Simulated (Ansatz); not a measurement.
Level of theory: PBE (plane waves to 420 eV, PAW; Ansatz, an electronic-structure program).

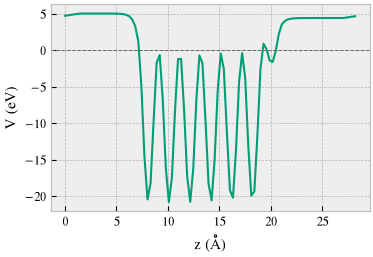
Planar average of the electrostatic potential across the slab, in eV from the Fermi level, for the (111) surface of fcc Ni, ferromagnetic, one added row of Ni in 4 (bottom of the slab: a bare face, its two planes held)

Slab: 25 atoms, 12.3 Å thick at the start; k 17x5x1, smearing 0.1 eV, dipole-corrected; 8 atoms held, the rest relaxed; held to the part of the start's symmetry that mesh and held atoms allow; spin-polarised, ending with about 16.5 μB a cell; orders that need a larger cell were not tried, no spin-orbit, no U. In PBE it is, or lies within 0.01 eV a 1x1 cell of, the lowest of the 2 structures of its composition computed so far; larger cells were not tried.

The vacuum level lies 4.45 eV above the Fermi level over the top face and 5.07 eV above it under the bottom face.
